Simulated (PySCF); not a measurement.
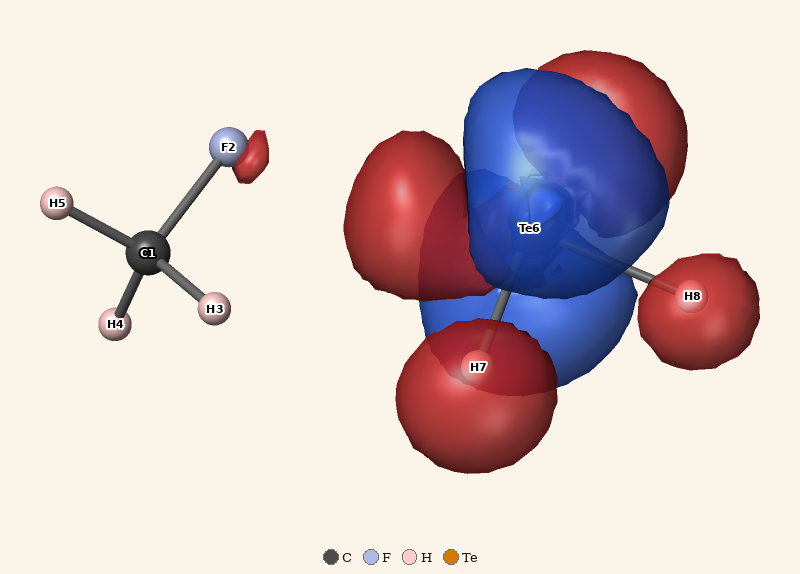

CH5FTe, SMILES `CF.[TeH2]`. Unrelaxed difference density of S₁ less the ground state (CIS singlet states), ±0.03 e/Å³; red: gain, blue: loss.

Computed with PySCF, HF/def2-SVP, geometry: an unrelaxed start of a pair search. Core potentials replace the inner electrons of Te; spin–orbit coupling isn't included. Without diffuse functions Rydberg states are missing, so the states' numbers hold for this basis only.

**How does the charge move on excitation?**

0.72 e is displaced in all, of which about 0.3 e passes between atoms: Te6 (0.25 e) loses electrons and H7 (0.15 e) and H8 (0.07 e) gain them. The state: 4.72 eV (263 nm), f = 0.000 (dark); the leading pair carries 100 %; hole on Te6 (94 %), electron on Te6 (69 %), H7 (18 %) and H8 (10 %); their centroids lie 0.1 Å apart.

The PySCF run took 22 s on 1 thread of Arm Neoverse V2, on a shared host, peak memory 0.29 GiB.
